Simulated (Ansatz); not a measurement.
# CH₃Si (doublet): one geometry, many settings at a displaced geometry (v1)

What do other methods and options give for CH₃Si (doublet) at this geometry, and how long do they take?

The runs use Ansatz 0.2.0, Gaussian basis; the settings change from run to run.

16 further runs of the same task are left out: 6 that didn't finish, 10 set aside as unsound or not needed.

### 1 The geometry

The geometry is a PBE0/def2-TZVP stationary point (not a proven minimum) with its atoms shifted at random (size 0.040 Å).

5 atoms, charge 0, spin multiplicity 2.

Atoms are counted from 1 here; the program's logs count them from 0.

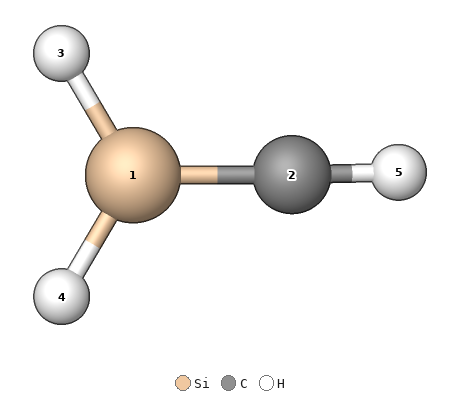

The structure; silicon light orange, carbon grey, hydrogen white; atoms are numbered from 1 in the order of the file.

### 2 NEVPT2(3,2)/6-31G*

Input file in.yaml:

```yaml
crystal:
  periodic: [false, false, false]
  atoms:
    - {symbol: Si, position_ang: [0.002723, 0.004028, 0.498261]}
    - {symbol: C, position_ang: [0.001889, -0.012115, -1.181068]}
    - {symbol: H, position_ang: [0.049853, 1.294218, 1.239205]}
    - {symbol: H, position_ang: [-0.052923, -1.262642, 1.269007]}
    - {symbol: H, position_ang: [-0.095308, 0.000560, -2.318175]}
basis:
  gaussian: {orbitals: "6-31G*"}
magnetization: {spin_polarized: false, initial_magnetization: 1}
correlation: {method: sc_nevpt2, electrons: outside_noble_gas, active_space: {window: {electrons: 3, orbitals: 2}, states: [{multiplicity: 2, weights: [0.5, 0.5]}], root: 0}}
accuracy: high
output: {forces: true}
```

Launch:

```
$ ansatz run in.yaml --threads 1 --pin off --events-out ev --progress --plain --max-ram 2393MiB
```

What it wrote:

```text
Functional definition: HF
  name "HF"
  cite "Fock, Z. Phys. 61, 126 (1930) doi:10.1007/BF01340294"
  parent pbe
  exchange = exact_x
  correlation = 0
816 factors; integrals over basis functions are off by at most 3.8e-9 eV
mean field evaluation 1: about -8934.2817 eV, gradient 1.8e1 eV
mean field evaluation 2: about -8934.3110 eV, gradient 1.8e1 eV
mean field evaluation 4: about -8935.8043 eV, gradient 2.8e0 eV
mean field evaluation 8: about -8935.8408 eV, gradient 1.5e-1 eV
mean field evaluation 16: about -8935.8411 eV, gradient 1.7e-8 eV
mean field -8935.84109960 eV, -328.3861034797 hartree, gradient 1.7e-8 eV, S^2 0.750000; 3 other end points of the search recorded, 0 dependent functions left out
reference -8935.84109960 eV, -328.3861034797 hartree; 12, 11 occupied and 28, 29 virtual orbitals, 816 factors
state -8935.74862161 eV, -328.3827049763 hartree
state -8934.28860169 eV, -328.3290502336 hartree
state -8935.74862161 eV, -328.3827049763 hartree; corrected -8940.88641135 eV, -328.5715152668 hartree
state -8934.28860169 eV, -328.3290502336 hartree; corrected -8939.14516309 eV, -328.5075255732 hartree
the calculation of the forces begins
Total energy: -8940.88641135 eV, -328.5715152668 hartree
Atom 0 at     0.002723     0.004028     0.498261 Å, force    -0.056066     0.095261    -0.017118 eV/Å
Atom 1 at     0.001889    -0.012115    -1.181068 Å, force    -0.327035     0.012135    -2.243080 eV/Å
Atom 2 at     0.049853     1.294218     1.239205 Å, force     0.033546    -0.276990     0.018450 eV/Å
Atom 3 at    -0.052923    -1.262642     1.269007 Å, force     0.054434     0.195301     0.043481 eV/Å
Atom 4 at    -0.095308     0.000560    -2.318175 Å, force     0.295120    -0.025707     2.198267 eV/Å
Dipole moment:    -0.017754     0.002650     0.076734 e Å
```

Run time: 0.63 s. Hardware: 1 thread of AMD EPYC 9R45, shared host.

From the report: 2 determinants; active occupations (of the averaged states) 1.50, 1.50.

### 3 MP2 on ROHF/def2-SVP

Input file in.yaml:

```yaml
crystal:
  periodic: [false, false, false]
  atoms:
    - {symbol: Si, position_ang: [0.002723, 0.004028, 0.498261]}
    - {symbol: C, position_ang: [0.001889, -0.012115, -1.181068]}
    - {symbol: H, position_ang: [0.049853, 1.294218, 1.239205]}
    - {symbol: H, position_ang: [-0.052923, -1.262642, 1.269007]}
    - {symbol: H, position_ang: [-0.095308, 0.000560, -2.318175]}
basis:
  gaussian: {orbitals: def2-SVP}
magnetization: {spin_polarized: false, initial_magnetization: 1}
hamiltonian: {pseudopotentials: {relativity: none}}
correlation: {method: mp2, electrons: outside_noble_gas}
```

Launched as before.

What it wrote:

```text
Functional definition: HF
  name "HF"
  cite "Fock, Z. Phys. 61, 126 (1930) doi:10.1007/BF01340294"
  parent pbe
  exchange = exact_x
  correlation = 0
469 factors; integrals over basis functions are off by at most 1.1e-3 eV
mean field evaluation 1: about -8931.3077 eV, gradient 1.9e1 eV
mean field evaluation 2: about -8931.3079 eV, gradient 1.9e1 eV
mean field evaluation 4: about -8933.0737 eV, gradient 2.7e0 eV
mean field evaluation 8: about -8933.1128 eV, gradient 5.7e-4 eV
mean field evaluation 16: about -8932.9874 eV, gradient 1.5e0 eV
mean field -8933.11276414 eV, -328.2858390007 hartree, gradient 1.8e-6 eV, S^2 0.750000; 3 other end points of the search recorded, 0 dependent functions left out
mean field evaluation 32: about -8933.4055 eV, gradient 2.0e0 eV
6 core orbitals not correlated: weight in the atoms' cores, before any rotation towards them, 1.000 or more for the frozen orbitals, at most 0.000 for the correlated occupied ones
reference -8933.11276414 eV, -328.2858390007 hartree; 6, 5 occupied and 35, 36 virtual orbitals, 469 factors
second order -5.69626393 eV of doubles, -0.06223262 eV of singles
Total energy: -8938.87126069 eV, -328.4974598457 hartree
```

Run time: 0.27 s. Hardware: 1 thread of AMD EPYC 9R45, shared host.

### 4 CCSD(T) on UHF/6-31G

Changes to in.yaml since step 3:

```diff
@@ -9,5 +9,4 @@
 basis:
-  gaussian: {orbitals: def2-SVP}
-magnetization: {spin_polarized: false, initial_magnetization: 1}
-hamiltonian: {pseudopotentials: {relativity: none}}
-correlation: {method: mp2, electrons: outside_noble_gas}
+  gaussian: {orbitals: 6-31G}
+magnetization: {spin_polarized: true, initial_magnetization: 1}
+correlation: {method: ccsd_t, electrons: outside_noble_gas}
```

Launched as before.

What it wrote, cut to the lines that bear on the results:

```text
Functional definition: HF
  name "HF"
  cite "Fock, Z. Phys. 61, 126 (1930) doi:10.1007/BF01340294"
  parent pbe
[...]
363 factors; integrals over basis functions are off by at most 2.4e-4 eV
[...]
mean field -8934.85305566 eV, -328.3497935346 hartree, gradient 2.5e-6 eV, S^2 1.288004; 6 other end points of the search recorded, 0 dependent functions left out
determinant -8934.85305566 eV, -328.3497935346 hartree, with singles and doubles -8938.86275529 eV, -328.4971472782 hartree
determinant -8932.62498207 eV, -328.2679133403 hartree, with singles and doubles -8936.58287591 eV, -328.4133632562 hartree
determinant -8932.11527634 eV, -328.2491820004 hartree, with singles and doubles -8935.38373557 eV, -328.3692956614 hartree
6 core orbitals not correlated: weight in the atoms' cores, before any rotation towards them, 1.000 or more for the frozen orbitals, at most 0.000 for the correlated occupied ones
reference -8934.85305566 eV, -328.3497935346 hartree; 6, 5 occupied and 16, 17 virtual orbitals, 363 factors
second order -2.84876625 eV of doubles, -0.00000000 eV of singles
cycle   1  -4.01134198 eV  change   -1.6e-3 eV  update   5.0e-3
[...]
cycle  11  -4.02681274 eV  change   -6.4e-6 eV  update   2.4e-6
perturbative correction -0.11032372 eV, -0.0040543219 hartree
Total energy: -8938.99019212 eV, -328.5018304953 hartree
```

Run time: 0.6 s. Hardware: 1 thread of AMD EPYC 9R45, shared host.

From the report: ⟨S²⟩ of the determinant 1.288 (pure doublet: 0.75); correlation -4.1371 eV; T1 0.067; largest double amplitude 0.20. The determinant is far from a pure spin state, so its energy mixes those of several spin states (harmless only where they are near-degenerate, as at dissociation).

### 5 MP2 on UHF/cc-pVDZ

Changes to in.yaml since step 4:

```diff
@@ -9,4 +9,6 @@
 basis:
-  gaussian: {orbitals: 6-31G}
+  gaussian: {orbitals: cc-pVDZ}
 magnetization: {spin_polarized: true, initial_magnetization: 1}
-correlation: {method: ccsd_t, electrons: outside_noble_gas}
+correlation: {method: mp2, electrons: outside_noble_gas}
+accuracy: high
+output: {forces: true}
```

The command is unchanged.

What it wrote, cut to the lines that bear on the results:

```text
Functional definition: HF
  name "HF"
  cite "Fock, Z. Phys. 61, 126 (1930) doi:10.1007/BF01340294"
  parent pbe
[...]
1006 factors; integrals over basis functions are off by at most 3.2e-9 eV
[...]
mean field -8936.82628151 eV, -328.4223082471 hartree, gradient 3.2e-8 eV, S^2 1.198073; 2 other end points of the search recorded, 0 dependent functions left out
6 core orbitals not correlated: weight in the atoms' cores, before any rotation towards them, 1.000 or more for the frozen orbitals, at most 0.000 for the correlated occupied ones
reference -8936.82628151 eV, -328.4223082471 hartree; 6, 5 occupied and 35, 36 virtual orbitals, 1006 factors
second order -5.14303912 eV of doubles, -0.00000000 eV of singles
[...]
Total energy: -8941.96932063 eV, -328.6113114485 hartree
Atom 0 at     0.002723     0.004028     0.498261 Å, force    -0.069149     0.092881    -0.221617 eV/Å
Atom 1 at     0.001889    -0.012115    -1.181068 Å, force    -0.301496     0.010656    -1.878540 eV/Å
Atom 2 at     0.049853     1.294218     1.239205 Å, force     0.038559    -0.266919     0.071618 eV/Å
Atom 3 at    -0.052923    -1.262642     1.269007 Å, force     0.058692     0.187082     0.095326 eV/Å
Atom 4 at    -0.095308     0.000560    -2.318175 Å, force     0.273393    -0.023700     1.933214 eV/Å
Dipole moment:    -0.017392     0.003190     0.170362 e Å
```

Run time: 0.81 s. Hardware: 1 thread of AMD EPYC 9R45, shared host.

From the report: ⟨S²⟩ of the determinant 1.198 (pure doublet: 0.75).

### 6 HF/cc-pVDZ

Changes to in.yaml since step 5:

```diff
@@ -11,4 +11,4 @@
 magnetization: {spin_polarized: true, initial_magnetization: 1}
-correlation: {method: mp2, electrons: outside_noble_gas}
-accuracy: high
-output: {forces: true}
+hamiltonian: {xc: hf}
+scf: {lower_state_search: full}
+output: {orbitals: {seedname: orbitals}}
```

Launched as before.

What it wrote:

```text
Functional definition: HF
  name "HF"
  cite "Fock, Z. Phys. 61, 126 (1930) doi:10.1007/BF01340294"
  parent pbe
  exchange = exact_x
  correlation = 0
446 factors; integrals over basis functions are off by at most 1.2e-3 eV
mean field evaluation 1: about -8934.6882 eV, gradient 1.5e1 eV
mean field evaluation 2: about -8934.6906 eV, gradient 1.5e1 eV
mean field evaluation 4: about -8936.4999 eV, gradient 2.2e0 eV
mean field evaluation 8: about -8936.6333 eV, gradient 8.1e-1 eV
mean field evaluation 16: about -8936.8262 eV, gradient 2.1e-4 eV
mean field evaluation 32: about -8936.0656 eV, gradient 8.0e0 eV
mean field evaluation 64: about -8936.7345 eV, gradient 7.5e-1 eV
mean field evaluation 96: about -8936.8262 eV, gradient 4.1e-3 eV
mean field evaluation 128: about -8924.4957 eV, gradient 4.0e1 eV
mean field -8936.82622654 eV, -328.4223062269 hartree, gradient 1.3e-5 eV, S^2 1.198072; 7 other end points of the search recorded, 0 dependent functions left out
reference -8936.82622654 eV, -328.4223062269 hartree; 12, 11 occupied and 35, 36 virtual orbitals, 446 factors
Total energy: -8936.82622654 eV, -328.4223062269 hartree
```

Wall time 0.36 s (1 thread of AMD EPYC 9R45, shared host).

From the report: ⟨S²⟩ of the determinant 1.198 (pure doublet: 0.75).

### 7 BCCD(T) on UHF/def2-SVP

Changes to in.yaml since step 6:

```diff
@@ -9,6 +9,4 @@
 basis:
-  gaussian: {orbitals: cc-pVDZ}
+  gaussian: {orbitals: def2-SVP}
 magnetization: {spin_polarized: true, initial_magnetization: 1}
-hamiltonian: {xc: hf}
-scf: {lower_state_search: full}
-output: {orbitals: {seedname: orbitals}}
+correlation: {method: bccd_t, electrons: valence}
```

The command is unchanged.

What it wrote, cut to the lines that bear on the results:

```text
Functional definition: HF
  name "HF"
  cite "Fock, Z. Phys. 61, 126 (1930) doi:10.1007/BF01340294"
  parent pbe
[...]
469 factors; integrals over basis functions are off by at most 1.1e-3 eV
[...]
mean field -8933.51258413 eV, -328.3005321145 hartree, gradient 1.3e-6 eV, S^2 1.202754; 5 other end points of the search recorded, 0 dependent functions left out
determinant -8933.51258413 eV, -328.3005321145 hartree, with singles and doubles -8939.84075929 eV, -328.5330882621 hartree
determinant -8931.72505008 eV, -328.2348414496 hartree, with singles and doubles -8938.07217562 eV, -328.4680940113 hartree
determinant -8930.97845237 eV, -328.2074044901 hartree, with singles and doubles -8936.72812617 eV, -328.4187011050 hartree
6 core orbitals not correlated: weight in the atoms' cores, before any rotation towards them, 1.000 or more for the frozen orbitals, at most 0.000 for the correlated occupied ones
reference -8933.51258413 eV, -328.3005321145 hartree; 6, 5 occupied and 35, 36 virtual orbitals, 469 factors
second order -5.07606303 eV of doubles, -0.00000000 eV of singles
cycle   1  -6.34349733 eV  change   -1.5e-2 eV  update   3.6e-2
[...]
cycle  13  -6.33466850 eV  change   -4.9e-6 eV  update   5.8e-6
perturbative correction -0.25854108 eV, -0.0095012093 hartree
Total energy: -8940.10579371 eV, -328.5428280975 hartree
```

Run time: 1.6 s. Hardware: 1 thread of AMD EPYC 9R45, shared host.

From the report: ⟨S²⟩ of the determinant 1.203 (pure doublet: 0.75); correlation -6.5932 eV; largest double amplitude 0.15.

### 8 All runs side by side

Where basis and cores are those of an earlier RCCSDT(Q)/cc-pVDZ run (-8943.5748 eV), and the state is the same kind, the miss against it is given.

```
                                         level         correlated  functions  energy (eV)  from RCCSDT(Q) (meV)    time
NEVPT2(3,2)/6-31G* (lowest root of an average)  outside noble gas         40   -8940.8864                        0.63 s
                          MP2 on ROHF/def2-SVP  outside noble gas         47   -8938.8713                        0.27 s
                          CCSD(T) on UHF/6-31G  outside noble gas         28   -8938.9902                         0.6 s
                            MP2 on UHF/cc-pVDZ  outside noble gas         47   -8941.9693                1605.5  0.81 s
                                    HF/cc-pVDZ                            47   -8936.8262                6748.6  0.36 s
                       BCCD(T) on UHF/def2-SVP            valence         47   -8940.1058                         1.6 s
```

### 9 Outcome

| quantity | value |
| --- | --- |
| runs | 6 |
| quickest | MP2 on ROHF/def2-SVP, 0.27 s |
| slowest | BCCD(T) on UHF/def2-SVP, 1.6 s |

**Reading.** Total energies in different bases, with other cores or another treatment of relativity can't be set against each other. BCCD(T) on UHF/def2-SVP took 6 times as long as MP2 on ROHF/def2-SVP; the jobs differ in more than the method. Hartree-Fock, CASSCF and CASCI lack dynamic correlation by design.
